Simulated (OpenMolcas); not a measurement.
# Run report: Ru⁴⁺ complex, multiconfigurational calculation (part 2 of 2)

The same run, continued: Ru⁴⁺ with 6 ligands (F; octahedron, 1.93 Å), neutralised by 6 outer point charges of +0.33 e, whose field is part of the energies. Method: state-averaged CASSCF, active space 4 electrons in the shell 4d, basis ANO-RCC-VTZP on the metal and ANO-RCC-VDZP on the ligands, DKH2 scalar Hamiltonian, spin-orbit coupling by RASSI with atomic mean-field integrals (OpenMolcas).

### The program's output (extracts), continued
```
--- RASSI ---
SPIN-FREE ENERGIES:
  (Shifted by EMIN (a.u.) =      -5125.2667871930)

 SF State       Relative EMIN(au)   Rel lowest level(eV)    D:o, cm**(-1)

     6             0.0000000000        0.0000000000              0.0000
     7             0.0000000000        0.0000000000              0.0000
     8             0.0000000000        0.0000000000              0.0000
     1             0.0384898773        1.0473629171           8447.5516
     2             0.0384898773        1.0473629171           8447.5516
    51             0.0434339021        1.1818966875           9532.6397
    52             0.0434339021        1.1818966875           9532.6397
    53             0.0434339021        1.1818966875           9532.6397
    54             0.0490614642        1.3350304516          10767.7468
    55             0.0490614642        1.3350304516          10767.7468
    56             0.0939093148        2.5554026371          20610.7122
     9             0.1122087726        3.0533562518          24626.9790
    10             0.1122087734        3.0533562727          24626.9792
    12             0.1194202595        3.2495908081          26209.7174
    11             0.1194202595        3.2495908081          26209.7174
    13             0.1194202600        3.2495908214          26209.7175
    14             0.1231546268        3.3512081176          27029.3163
    15             0.1231546268        3.3512081176          27029.3163
    16             0.1231546274        3.3512081337          27029.3164
    17             0.1293134312        3.5187977236          28381.0176
    18             0.1344470412        3.6584903669          29507.7148
    20             0.1421680881        3.8685907572          31202.2887
    19             0.1421680881        3.8685907572          31202.2887
    57             0.1530988704        4.1660324959          33601.3181
    58             0.1530988704        4.1660324959          33601.3181
    59             0.1530988704        4.1660324959          33601.3181
    60             0.1535741246        4.1789648213          33705.6244
    61             0.1630990248        4.4381505613          35796.0984
    62             0.1630990248        4.4381505613          35796.0984
    63             0.1630990248        4.4381505613          35796.0984
     4             0.1701371623        4.6296680368          37340.7910
     5             0.1701371623        4.6296680368          37340.7910
     3             0.1701371623        4.6296680368          37340.7910
    64             0.1712158232        4.6590198954          37577.5297
    65             0.1712158232        4.6590198954          37577.5297
    22             0.1881613580        5.1201313882          41296.6447
    23             0.1881613580        5.1201313882          41296.6447
    21             0.1881613580        5.1201313882          41296.6447
    24             0.1914360762        5.2092410104          42015.3622
    25             0.1914360762        5.2092410104          42015.3622
Eigenvalues of complex Hamiltonian:
   -----------------------------------
  (Shifted by EMIN (a.u.) =      -5125.2667871930)

 SO State       Relative EMIN(au)   Rel lowest level(eV)    D:o, cm**(-1)

     1            -0.0073571882        0.0000000000              0.0000
     2            -0.0038213190        0.0962159031            776.0336
     3            -0.0038213190        0.0962159033            776.0336
     4            -0.0038213190        0.0962159027            776.0336
     5             0.0010767852        0.2295001066           1851.0432
     6             0.0010767852        0.2295001069           1851.0432
     7             0.0011896568        0.2325715007           1875.8157
     8             0.0011896568        0.2325715011           1875.8157
     9             0.0011896568        0.2325715009           1875.8157
    10             0.0380841735        1.2365224437           9973.2261
    11             0.0382957454        1.2422796088          10019.6608
    12             0.0382957454        1.2422796088          10019.6608
    13             0.0382957454        1.2422796088          10019.6608
    14             0.0385278976        1.2485967923          10070.6123
    15             0.0385278976        1.2485967924          10070.6123
    16             0.0387303137        1.2541048154          10115.0375
    17             0.0387303137        1.2541048150          10115.0375
    18             0.0387303137        1.2541048153          10115.0375
    19             0.0389051793        1.2588631518          10153.4161
    20             0.0427993507        1.3648289514          11008.0879
    21             0.0427993507        1.3648289514          11008.0879
    22             0.0427993507        1.3648289513          11008.0879
    23             0.0483647133        1.5162701832          12229.5438
    24             0.0483647133        1.5162701830          12229.5438
    25             0.0932724922        2.7382731009          22085.6620
    26             0.1112293918        3.2269052310          26026.7459
    27             0.1112293920        3.2269052377          26026.7460
    28             0.1112293924        3.2269052484          26026.7461
    29             0.1118572572        3.2439903199          26164.5465
    30             0.1118572576        3.2439903310          26164.5465
    31             0.1118572579        3.2439903377          26164.5466
    32             0.1152564927        3.3364882296          26910.5924
    33             0.1163944602        3.3674539021          27160.3474
    34             0.1163944604        3.3674539085          27160.3475
    35             0.1163944604        3.3674539080          27160.3475
    36             0.1202847596        3.4733143416          28014.1694
    37             0.1202847598        3.4733143480          28014.1695
    38             0.1208640080        3.4890764938          28141.2998
    39             0.1208640082        3.4890765008          28141.2998
    40             0.1208640082        3.4890765004          28141.2998
    41             0.1210613661        3.4944468827          28184.6149
Weights of the five most important spin-orbit-free states for each spin-orbit state.

 SO State  Total energy (au)           Spin-free states, spin, and weights
 -------------------------------------------------------------------------------------------------------
    1        -0.007357       8 1.0  0.3205    6 1.0  0.3205    7 1.0  0.3205    2 2.0  0.0128    1 2.0  0.0128
    2        -0.003821       8 1.0  0.4813    7 1.0  0.4792    6 1.0  0.0146    2 2.0  0.0139    1 2.0  0.0077
    3        -0.003821       7 1.0  0.4874    6 1.0  0.4810    1 2.0  0.0210    8 1.0  0.0067   17 1.0  0.0007
    4        -0.003821       8 1.0  0.4871    6 1.0  0.4795    2 2.0  0.0179    7 1.0  0.0084    1 2.0  0.0037
    5         0.001077       7 1.0  0.5827    8 1.0  0.3661    6 1.0  0.0259    2 2.0  0.0085    1 2.0  0.0085
    6         0.001077       6 1.0  0.6239    8 1.0  0.2837    7 1.0  0.0671    2 2.0  0.0085    1 2.0  0.0085
    7         0.001190       7 1.0  0.4883    8 1.0  0.4690    6 1.0  0.0203   51 0.0  0.0105    1 2.0  0.0054
    8         0.001190       6 1.0  0.4879    8 1.0  0.4818   52 0.0  0.0104    7 1.0  0.0079    1 2.0  0.0069
    9         0.001190       7 1.0  0.4814    6 1.0  0.4694    8 1.0  0.0268   53 0.0  0.0104    2 2.0  0.0080
   10         0.038084       1 2.0  0.4986    2 2.0  0.4986   25 1.0  0.0004   24 1.0  0.0004   26 1.0  0.0004
   11         0.038296       1 2.0  0.6415    2 2.0  0.3433   51 0.0  0.0039    8 1.0  0.0035    7 1.0  0.0034
   12         0.038296       2 2.0  0.8971    1 2.0  0.0877   53 0.0  0.0037    6 1.0  0.0035    7 1.0  0.0033
```

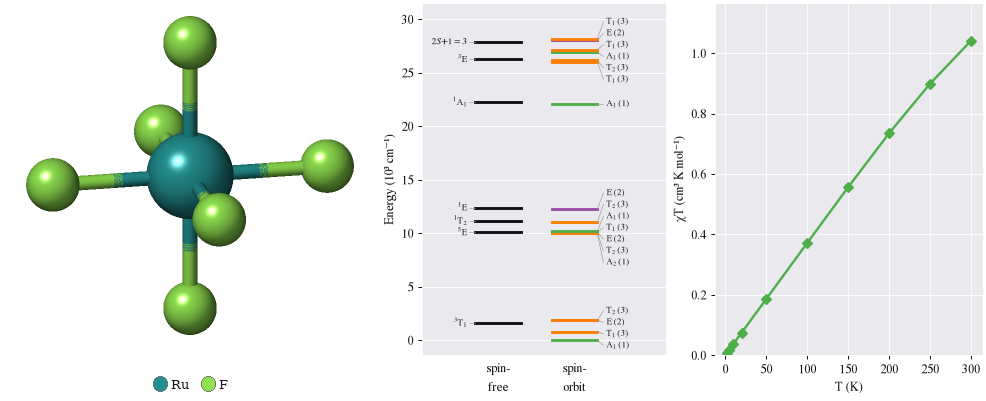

**Figure 1.** Ru⁴⁺ (4d⁴) with 6 ligands, F⁻, at 1.93 Å (arrangement: octahedron, Oh), neutralised by outer point charges of +0.33 e, and its levels and susceptibility. Labels give the representation in O, Td, D4 or D3 as the site allows (double group for half-integer spin) where it could be assigned and, in brackets, the degeneracy; spin-free states, where drawn, share the zero of the spin-orbit levels. Powder susceptibility by Van Vleck's formula. The ground level is A₁, non-degenerate, 97 % from states of spin multiplicity 3. The next level lies at 776 cm⁻¹ (T₁). The lowest spin-free state is ³T₁; of the same spin there follows at 24,600 cm⁻¹ (³E) above it. χT is 0.00742 cm³ K mol⁻¹ at 2 K and 1.04 at 300 K, an effective moment of 2.88 μB. The active orbitals hold 76 to 90 % metal character (Löwdin), and the Mulliken charge of the metal is +2.11.

Outcome of the run: converged.
